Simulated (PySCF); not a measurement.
# C₄H₇F₃Si: a changed input and its effect

System: C₄H₇F₃Si.
Method of the first run: GIAO PBE0/pcSseg-1 NMR shielding, non-relativistic, gas phase (PySCF 2.14.0).

The geometry comes from this level: GFN2-xTB. Text and figures count atoms from 1; the logs count them from 0 in places.

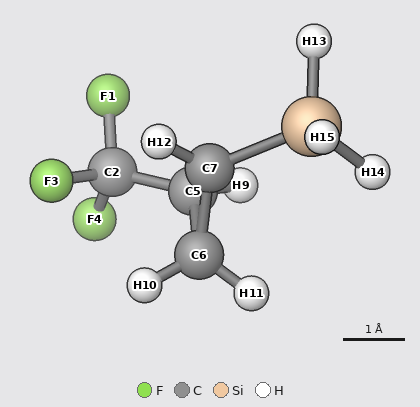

**Figure 1.** The structure as given in the input (ball-and-stick view, seen at a tilt; atoms are numbered from 1 in the order of the input). Bond lengths as drawn: C–C 1.50 to 1.51 Å, C–F 1.34 to 1.35 Å, C–H 1.08 Å, C–Si 1.89 Å and H–Si 1.46 Å.

The input, the first run:
```
{"job": {"kind": "nmr", "xc": "PBE0", "basis": "pcSseg-1"}, "charge": 0, "multiplicity": 1}
F     -2.258987     1.585851     0.071990
C     -2.018589     0.260144     0.093238
F     -2.210953    -0.136539     1.359354
F     -3.004786    -0.303192    -0.631584
C     -0.659320    -0.074636    -0.437013
C      0.016017    -1.324395     0.036574
C      0.524629     0.011590     0.488461
Si     2.158645     0.708106    -0.155237
H     -0.552477     0.227370    -1.470993
H     -0.512303    -1.945599     0.745447
H      0.587867    -1.881923    -0.689377
H      0.274245     0.271989     1.510570
H      2.068427     2.166951    -0.162261
H      2.358482     0.197014    -1.512861
H      3.224687     0.245258     0.731780
```

The first line tells a small driver script what to run in PySCF; the rest is the geometry in Å.

Command:
```bash
OMP_NUM_THREADS=1 python <driver script> task.json out
```

Hardware: 1 CPU thread, shared host.

Output (the first run):
```
coarse grid: 13568 points
cycle   1  E = -744.8020926788  dE =  1.156e+00  |g| = 8.782e-01  |ddm| = 3.396e+00
cycle   2  E = -744.6764226379  dE =  1.257e-01  |g| = 1.289e+00  |ddm| = 1.080e+00
cycle   3  E = -744.9344632832  dE = -2.580e-01  |g| = 5.621e-02  |ddm| = 6.607e-01
cycle   4  E = -744.9348254790  dE = -3.622e-04  |g| = 3.851e-02  |ddm| = 7.499e-02
cycle   5  E = -744.9351601333  dE = -3.347e-04  |g| = 4.936e-03  |ddm| = 3.511e-02
cycle   6  E = -744.9351650963  dE = -4.963e-06  |g| = 1.007e-03  |ddm| = 5.725e-03
final grid: 129176 points
cycle   7  E = -745.0018914777  dE = -4.974e-05  |g| = 8.245e-03  |ddm| = 2.888e-02
cycle   8  E = -745.0018799021  dE =  1.158e-05  |g| = 1.140e-02  |ddm| = 1.543e-02
cycle   9  E = -745.0019068381  dE = -2.694e-05  |g| = 6.278e-04  |ddm| = 8.551e-03
cycle  10  E = -745.0019068948  dE = -5.675e-08  |g| = 2.555e-04  |ddm| = 5.788e-04
cycle  11  E = -745.0019069051  dE = -1.029e-08  |g| = 7.140e-05  |ddm| = 2.024e-04
cycle  12  E = -745.0019069062  dE = -1.023e-09  |g| = 1.315e-05  |ddm| = 6.204e-05
cycle  13  E = -745.0019069062  dE = -2.956e-11  |g| = 3.641e-06  |ddm| = 1.282e-05
converged SCF energy = -745.0019069062

GIAO shielding tensors (ppm)
atom      isotropic    diamagn.    paramagn.     s11        s22        s33       span
  0 F      245.841     473.379    -227.538    151.796    242.715    343.011    191.215
  1 C       50.549     240.939    -190.390     40.328     50.375     60.943     20.615
  2 F      273.632     475.120    -201.488    184.812    283.969    352.116    167.304
  3 F      247.206     470.832    -223.626    151.647    245.251    344.719    193.072
  4 C      166.111     253.885     -87.774    131.451    151.473    215.408     83.956
  5 C      176.939     252.457     -75.519    150.581    173.589    206.645     56.064
  6 C      188.698     255.155     -66.457    160.248    187.925    217.922     57.674
  7 Si     410.155     879.797    -469.641    373.065    396.201    461.200     88.135
  8 H       30.524      32.246      -1.722     23.813     29.327     38.432     14.618
  9 H       30.545      31.421      -0.875     24.472     28.150     39.015     14.543
 10 H       31.122      31.787      -0.666     25.102     27.411     40.852     15.750
 11 H       31.430      32.575      -1.145     24.279     29.690     40.320     16.041
 12 H       27.476      28.754      -1.279     23.506     25.738     33.183      9.677
 13 H       28.419      29.265      -0.847     24.691     26.891     33.674      8.983
 14 H       27.484      28.383      -0.899     23.712     25.200     33.541      9.829
```

The input of the second run differs as follows (lines with − go, lines with + come):
```diff
-"xc": "PBE0"
+"xc": "PBE"
+"pop": false
+"scf": {"level_shift": 0.2}
```

Predict how the results change.

The total energies belong to different methods, so their difference says nothing on which is more stable or more accurate. The HOMO goes from −8.89 to −7.55 eV. The LUMO goes from 0.51 to −0.31 eV. The dipole moment goes from 2.36 to 2.13 D. Of all shieldings, the largest change is that of F1, by −17.1 ppm. The functional changes from PBE0 to PBE. The SCF takes 11 iterations against 13.

Output (the second run):
```
final grid: 129176 points
cycle   1  E = -744.7889413943  dE =  1.014e+00  |g| = 9.846e-01  |ddm| = 3.383e+00
cycle   2  E = -744.6657946992  dE =  1.231e-01  |g| = 1.422e+00  |ddm| = 1.182e+00
cycle   3  E = -744.9467635359  dE = -2.810e-01  |g| = 2.575e-01  |ddm| = 4.879e-01
cycle   4  E = -744.9589100742  dE = -1.215e-02  |g| = 5.054e-02  |ddm| = 1.490e-01
cycle   5  E = -744.9593610914  dE = -4.510e-04  |g| = 5.770e-03  |ddm| = 4.258e-02
cycle   6  E = -744.9593668491  dE = -5.758e-06  |g| = 3.882e-03  |ddm| = 1.040e-02
cycle   7  E = -744.9593693392  dE = -2.490e-06  |g| = 1.109e-03  |ddm| = 2.604e-03
cycle   8  E = -744.9593695675  dE = -2.283e-07  |g| = 3.130e-04  |ddm| = 1.011e-03
cycle   9  E = -744.9593695798  dE = -1.238e-08  |g| = 1.278e-04  |ddm| = 2.962e-04
cycle  10  E = -744.9593695830  dE = -3.117e-09  |g| = 3.111e-05  |ddm| = 1.158e-04
cycle  11  E = -744.9593695832  dE = -2.467e-10  |g| = 7.510e-06  |ddm| = 3.384e-05
level shift removed, Fock matrix diagonalised once more
converged SCF energy = -744.9593695832

GIAO shielding tensors (ppm)
atom      isotropic    diamagn.    paramagn.     s11        s22        s33       span
  0 F      228.696     473.654    -244.958    135.497    225.704    324.887    189.390
  1 C       40.713     241.962    -201.249     31.642     42.275     48.223     16.581
  2 F      258.345     475.698    -217.353    171.000    267.899    336.136    165.136
  3 F      230.176     470.965    -240.789    135.438    228.367    326.724    191.287
  4 C      160.053     254.082     -94.029    124.983    145.649    209.527     84.544
  5 C      171.160     252.333     -81.173    144.819    167.920    200.740     55.921
  6 C      182.502     254.219     -71.717    154.287    181.712    211.506     57.219
  7 Si     396.496     880.957    -484.461    355.967    381.261    452.260     96.293
  8 H       30.463      32.576      -2.113     24.032     29.518     37.838     13.806
  9 H       30.504      31.496      -0.992     24.658     28.367     38.486     13.828
 10 H       31.059      31.784      -0.725     25.265     27.650     40.261     14.995
 11 H       31.321      32.621      -1.300     24.400     29.855     39.707     15.307
 12 H       27.323      28.952      -1.629     23.464     25.595     32.910      9.447
 13 H       28.305      29.458      -1.153     24.752     26.780     33.384      8.631
 14 H       27.331      28.518      -1.187     23.657     25.087     33.249      9.592
```

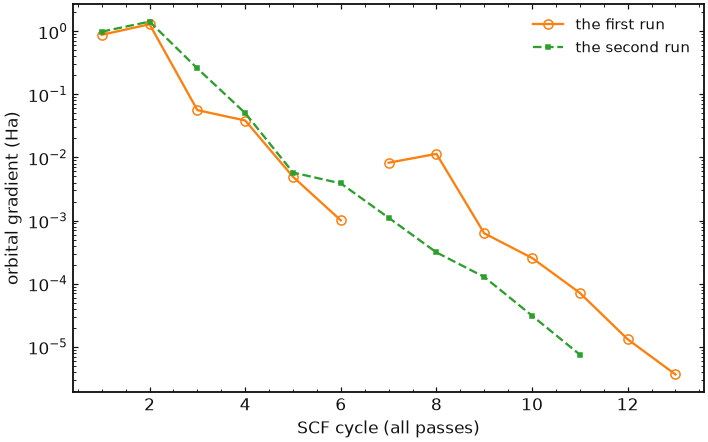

**Figure 2.** Convergence of the two runs: orbital gradient against the SCF cycle. A break in a curve parts two SCF passes (coarse and final grid). The first run takes 13 cycles in all, and the second run takes 11.

The two runs side by side:

| quantity | the first run | the second run |
| --- | --- | --- |
| outcome | converged | converged |
| total energy (hartree) | −745.001907 | −744.959370 |
| HOMO (eV) | −8.89 | −7.55 |
| LUMO (eV) | 0.51 | −0.31 |
| dipole moment (D) | 2.36 | 2.13 |
| shielding of F1 (ppm) | 245.8 | 228.7 |
| shielding of C2 (ppm) | 50.5 | 40.7 |
| shielding of F3 (ppm) | 273.6 | 258.3 |
| shielding of F4 (ppm) | 247.2 | 230.2 |
| shielding of C5 (ppm) | 166.1 | 160.1 |
| shielding of C7 (ppm) | 188.7 | 182.5 |
| shielding of Si8 (ppm) | 410.2 | 396.5 |
| SCF iterations | 13 | 11 |
| basis functions | 178 | 178 |
| wall time (shared host) | 42 s | 50 s |
